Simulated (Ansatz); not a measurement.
SnH5Br: several calculations on one system

## 1. Relaxation

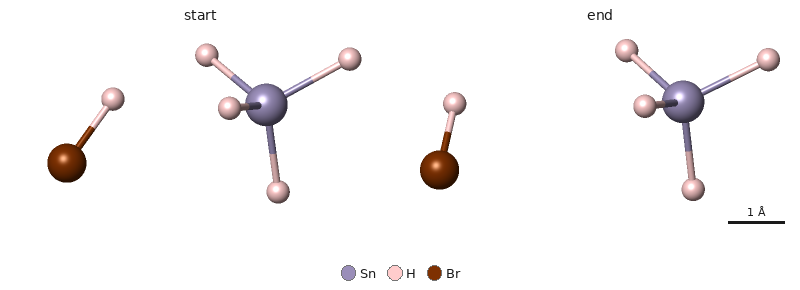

The structure of SnH₅Br before (left) and after (right) a relaxation, at one scale.

Style: ball-and-stick. Shown at a tilt.

The run prepares an end point of a later path (reaction) calculation, from a guessed geometry.

These are results of Ansatz 0.2.0, RHF/def2-SVP, not measurements. (no spin polarisation; force threshold 0.03 eV/Å; at most 50 steps)

Question: Summarise the run.

Answer: The largest move after the best rigid fit is that of an H atom, 1.11 Å. By element the largest moves are H 1.11 Å, Br 0.52 Å, Sn 0.32 Å. Near-neighbour distances that change, for instance: Br–H 1.489 → 1.409 Å, H–Sn 1.732 → 1.711 Å, H–Sn 1.703 → 1.708 Å. The energy falls by 5.55 kcal/mol in 9 accepted moves (11 points after the start). Largest force component: 1.9 eV/Å at the start, 0.026 eV/Å at the end. The line search rejected the trial steps at points 8, 10 of the run. The forces were under the threshold at step 4, but the run went on from there.

Limits of the set-up: Hartree-Fock leaves out electron correlation.

## 2. Relaxation

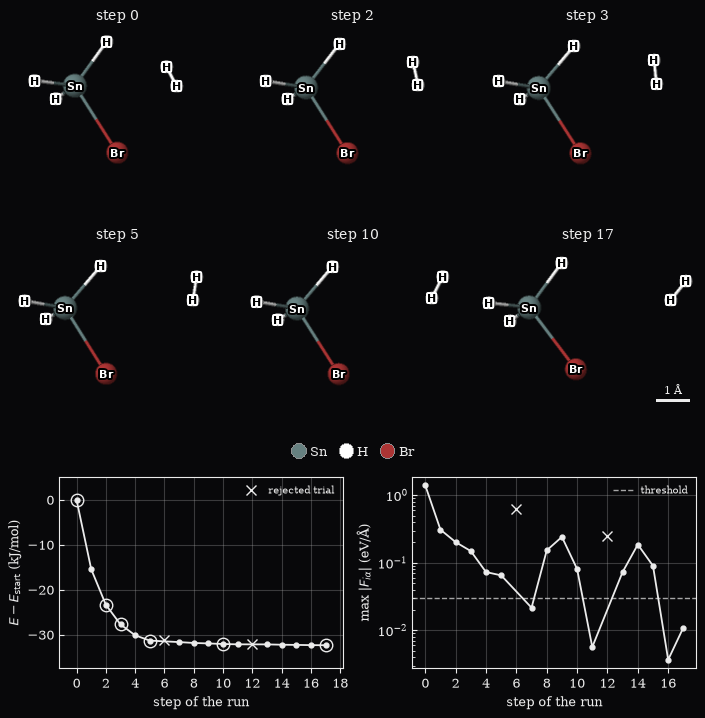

Frames of a relaxation of SnH5Br, marked on the history of the run. Style: ball-and-stick. Shown at a tilt.

The run prepares an end point of a later path (reaction) calculation, from a guessed geometry.

These are results of RHF/def2-SVP in Ansatz 0.2.0, not measurements. Settings: no spin polarisation; force threshold 0.03 eV/Å; at most 50 steps.

What happens along the run?

Over 15 accepted moves (17 points after the start) the energy falls by 32.3 kJ/mol. Largest force component: 1.4 eV/Å at the start, 0.011 eV/Å at the end. The line search rejected the trial steps at points 6, 12 of the run. The forces were under the threshold at step 7, but the run went on from there. The atom that moves furthest after the best rigid fit is an H atom (1.58 Å). By element the largest moves are H 1.58 Å, Sn 0.50 Å, Br 0.38 Å. Some distances before and after: Br–Sn 2.570 → 2.517 Å, H–H 0.710 → 0.747 Å, H–Sn 1.692 → 1.700 Å. Among the angles between lasting bonds that change: H–Sn–Br 111.3° → 106.3°. The run took 40 s on 1 thread of Arm Neoverse V1 (shared host), peak memory 0.17 GiB. From step 0 to 2: an H atom moves most (0.39 Å), energy −23.3 kJ/mol. From step 2 to 3: an H atom moves most (0.20 Å), energy −4.37 kJ/mol. From step 3 to 5: an H atom moves most (0.40 Å), energy −3.59 kJ/mol. From step 5 to 10: an H atom moves most (0.35 Å), energy −0.76 kJ/mol. From step 10 to 17: an H atom moves most (0.28 Å), energy −0.27 kJ/mol.

| step | E − E(0), kJ/mol | largest force component, eV/Å | note |
| --- | --- | --- | --- |
| 0 | 0.00 | 1.3974 |  |
| 1 | -15.42 | 0.3096 |  |
| 2 | -23.32 | 0.2026 |  |
| 3 | -27.68 | 0.1493 |  |
| 4 | -30.10 | 0.0730 |  |
| 5 | -31.27 | 0.0652 |  |
| 6 | -31.24 | 0.6243 | rejected |
| 7 | -31.61 | 0.0217 |  |
| 8 | -31.80 | 0.1528 |  |
| 9 | -31.90 | 0.2421 |  |
| 10 | -32.03 | 0.0811 |  |
| 11 | -32.10 | 0.0057 |  |
| 12 | -31.96 | 0.2512 | rejected |
| 13 | -32.11 | 0.0732 |  |
| 14 | -32.19 | 0.1865 |  |
| 15 | -32.23 | 0.0903 |  |
| 16 | -32.28 | 0.0037 |  |
| 17 | -32.30 | 0.0110 |  |

Limits of the set-up: Hartree-Fock leaves out electron correlation.

## 3. Path

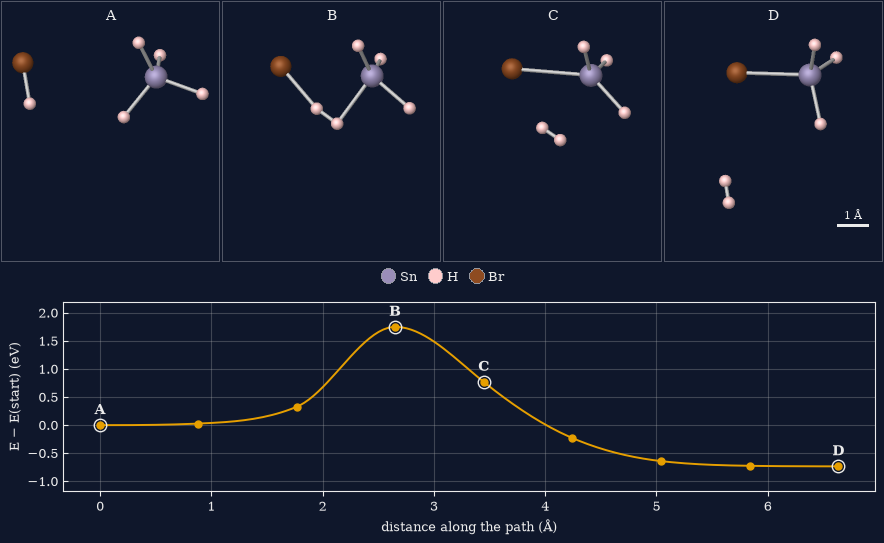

NEB run on SnH5Br, made up at the start of SnH₄ and HBr. Images are numbered from 0 (start) to 8 (end). Frames A to D are images 0, 3, 4, 8. The picture is a ball-and-stick view, seen at a tilt.

Level of theory: Ansatz 0.2.0, RHF/def2-SVP. Set-up: 7 movable images; climbing image; force threshold 0.05 eV/Å; iteration limit 60; starting path through a guess of the saddle point.

### What happens along the path, and what is the barrier?

Forward barrier 1.75 eV, backward barrier 2.48 eV, with image 3 at the top; the reaction energy is −0.73 eV. Breaking: Br–H (1.41 → 3.65 Å), H–Sn (1.71 → 5.03 Å). Forming: H–H (3.28 → 0.75 Å), Br–Sn (4.63 → 2.52 Å). The band is converged.

Limits of the set-up: the start holds two separate molecules, 3.3 Å apart at their closest, whose relative position is a soft coordinate and is computed without a dispersion correction; Hartree-Fock leaves out electron correlation.

The run took 3.6 min on 1 thread of Arm Neoverse V1, with other jobs on the host, peak memory 0.17 GiB.
